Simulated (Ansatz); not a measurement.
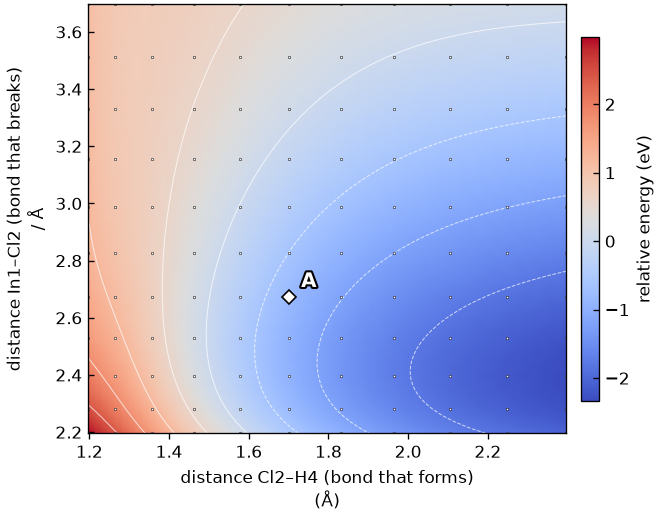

The reacting system CH4ClInO (fragments CH₄ClInO where the first distance is long, CH₃InO + ClH where the second is long). Coordinates scanned: (1) distance Cl2–H4 (bond that forms); (2) distance In1–Cl2 (bond that breaks). Relaxed at each point: all other coordinates. The scan uses an 11 × 11 grid. Points are written as (first, second). All energies are given in eV relative to a guessed transition structure relaxed with its forming and breaking bonds held. The reference is spin-restricted, so regions where a bond is pulled apart into radicals lie too high. Theory: Ansatz 0.2.0, RHF/def2-SVP.

In the figure: a smooth colour map with a few white contour lines, dots at the grid points, the point A. Between grid points the surface is interpolated.

> Is A at rest? If not, where is it pushed?

A, at (1.702 Å, 2.673 Å), is not a stationary point. The computed force is 3.3 eV for each Å towards larger values of the first coordinate and 1.2 eV for each Å towards smaller values of the second coordinate.
